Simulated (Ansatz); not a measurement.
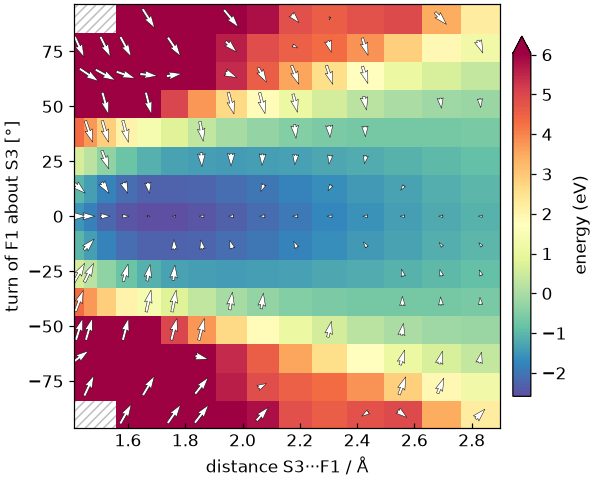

Energy landscape of FO2S, charge −1. The turn is about an axis along (0.84, 0.46, 0.30) in the frame of the relaxed pair, normal to the line between the partners. First axis: distance S3···F1. Second axis: turn of F1 about S3. The grid has 15 × 15 points; 117 points were computed and 102 follow by symmetry. At 6 points there is no value (left out of the scan, as a rule where atoms come close). Points are written as (first, second). Energies are in eV, from the ion and the molecule far apart, frozen as in the relaxed pair, each in its own basis (no counterpoise correction). Energies and slopes of some neighbouring points disagree (a jump in structure or state, or too coarse a mesh). All numbers below come from RHF/def2-SVPD (Ansatz).

In the figure: one coloured cell a grid point, arrows along the force (downhill), their lengths compressed, one colour for all values above the top of the scale, hatched blanks where no value was computed. 

**What does the map say about the system?**

The lowest grid point is at (1.672 Å, 0.0°), −2.6 eV from the ion and the molecule far apart, frozen as in the relaxed pair, each in its own basis (no counterpoise correction). The highest grid point, (1.592 Å, −90.0°), lies 26.7 eV above the lowest.

Grid values (eV):

```
turn of F1 about S3 ↓, distance S3···F1 →  1.430  1.464  1.521  1.592  1.672  1.761  1.857  1.960  2.069  2.184  2.304  2.428  2.558  2.692  2.830
                                     90.0      –      –      –   24.2   19.2   14.5   10.6    7.7    5.8    4.8    4.6    4.8    4.9    3.5    2.2
                                     77.1   20.8   19.2   16.7   13.9   11.2    8.8    6.9    5.6    4.9    4.5    4.3    3.8    2.8    1.9    1.2
                                     64.3   14.7   13.7   12.1   10.4    8.8    7.5    6.4    5.5    4.6    3.6    2.6    1.7    1.1    0.7    0.4
                                     51.4   11.7   10.8    9.4    7.9    6.4    5.0    3.8    2.7    1.8    1.1    0.6    0.2    0.0   −0.1   −0.2
                                     38.6    4.3    3.7    2.9    2.1    1.4    0.8    0.3    0.0   −0.3   −0.5   −0.6   −0.7   −0.7   −0.7   −0.6
                                     25.7    0.6    0.2   −0.3   −0.8   −1.1   −1.3   −1.4   −1.4   −1.4   −1.3   −1.3   −1.2   −1.1   −1.0   −0.9
                                     12.9   −1.0   −1.4   −1.8   −2.1   −2.3   −2.3   −2.2   −2.1   −2.0   −1.8   −1.6   −1.5   −1.3   −1.2   −1.0
                                      0.0   −1.5   −1.8   −2.2   −2.5   −2.6   −2.6   −2.5   −2.3   −2.1   −1.9   −1.7   −1.6   −1.4   −1.2   −1.1
                                    −12.9   −1.0   −1.4   −1.8   −2.1   −2.3   −2.3   −2.2   −2.1   −2.0   −1.8   −1.6   −1.5   −1.3   −1.2   −1.0
                                    −25.7    0.6    0.2   −0.3   −0.8   −1.1   −1.3   −1.4   −1.4   −1.4   −1.3   −1.3   −1.2   −1.1   −1.0   −0.9
                                    −38.6    4.3    3.7    2.9    2.1    1.4    0.8    0.3    0.0   −0.3   −0.5   −0.6   −0.7   −0.7   −0.7   −0.6
                                    −51.4   11.7   10.8    9.4    7.9    6.4    5.0    3.8    2.7    1.8    1.1    0.6    0.2    0.0   −0.1   −0.2
                                    −64.3   14.7   13.7   12.1   10.4    8.8    7.5    6.4    5.5    4.6    3.6    2.6    1.7    1.1    0.7    0.4
                                    −77.1   20.8   19.2   16.7   13.9   11.2    8.8    6.9    5.6    4.9    4.5    4.3    3.8    2.8    1.9    1.2
                                    −90.0      –      –      –   24.2   19.2   14.5   10.6    7.7    5.8    4.8    4.6    4.8    4.9    3.5    2.2
```

The input of one point:

```yaml
crystal:
  periodic: [false, false, false]
  atoms:
    - { symbol: F, position_ang: [0.065497, -0.03019, -1.429264] }
    - { symbol: O, position_ang: [-0.403853, 1.191977, 0.597114] }
    - { symbol: S, position_ang: [-0.403519, -0.205828, 0.165966] }
    - { symbol: O, position_ang: [0.733503, -0.959095, 0.694665] }
total_charge: -1
basis:
  gaussian: { orbitals: def2-SVPD }
hamiltonian:
  xc: hf
output:
  forces: true
```

Time for the 117 points that were run: 5.5 min on 1 thread of Arm Neoverse V1, on a shared host.
